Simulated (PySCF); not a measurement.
# C7H7ClO: the cost of one run

Programs: PySCF 2.14.0, with routines of our own; each step states its level. All values are computed. Atoms count from 0.

## (1) The system as given

16 atoms, charge 0, multiplicity 1; geometry from: GFN2-xTB.

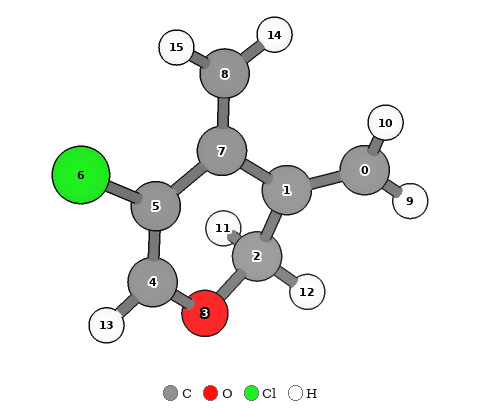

The starting geometry (carbon grey, oxygen red, chlorine green, hydrogen white).

## (2) Magnetic properties: GIAO B97-2/pcSseg-1

The job: settings as JSON, then the geometry in Å.

```
{"job": {"kind": "mag", "xc": "B97-2", "basis": "pcSseg-1", "isotopologues": 0}, "charge": 0, "multiplicity": 1}
C      0.168094    -2.057906     0.420267
C     -0.133667    -0.841470    -0.014182
C     -1.486720    -0.504979    -0.580551
O     -2.069987     0.664344    -0.022666
C     -1.218360     1.675235     0.230144
C      0.117546     1.571728     0.206069
Cl     1.062827     2.994867     0.495908
C      0.800072     0.299983     0.018145
C      2.125040     0.174348    -0.085245
H     -0.548924    -2.860116     0.391507
H      1.137722    -2.293277     0.820972
H     -1.383051    -0.350137    -1.666985
H     -2.205226    -1.308097    -0.406451
H     -1.733813     2.598194     0.450828
H      2.587601    -0.784742    -0.229608
H      2.773248     1.030967    -0.039563
```

With the program's defaults for keys left out, this is: GIAO B97-2/pcSseg-1 magnetisability, rotational g tensor and spin-rotation constants, non-relativistic, gas phase.

On the command line:

```console
$ OMP_NUM_THREADS=1 python excited_run.py task.json out
```

One launch serves the whole session: the jobs run in the order shown.

**Question.** How long does this first job take on 1 thread of Arm Neoverse V1, shared host, and how much memory does it need?

About 39 s, with a peak of 0.9 GiB.
